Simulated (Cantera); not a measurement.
Input: 1 mol Pb, 0.18 mol CO, 8 mol N₂, held at 1.33 mbar.

Method: chemical equilibrium by Gibbs-energy minimisation in Cantera with the NASA 1993 tables (ideal gas, pure condensed phases). Candidate condensed phases: C, Pb, PbO, PbO₂, Pb₃O₄; 27 gas species. Kinetics and transport are ignored.

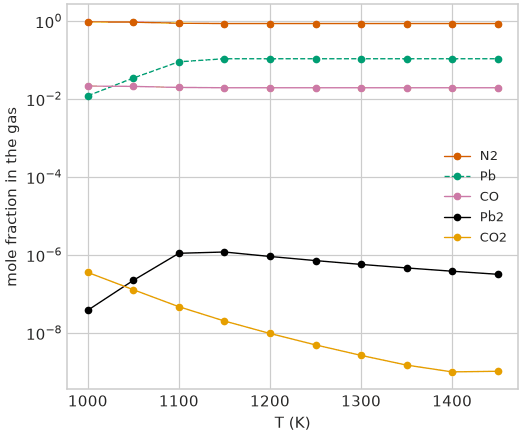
Figure. Equilibrium gas composition (values under 1e-9 drawn at 1e-9)

From 1000 K to 1100 K the condensed part is Pb(l). From 1150 K to 1450 K nothing is condensed. The main Pb-bearing gas is Pb throughout.
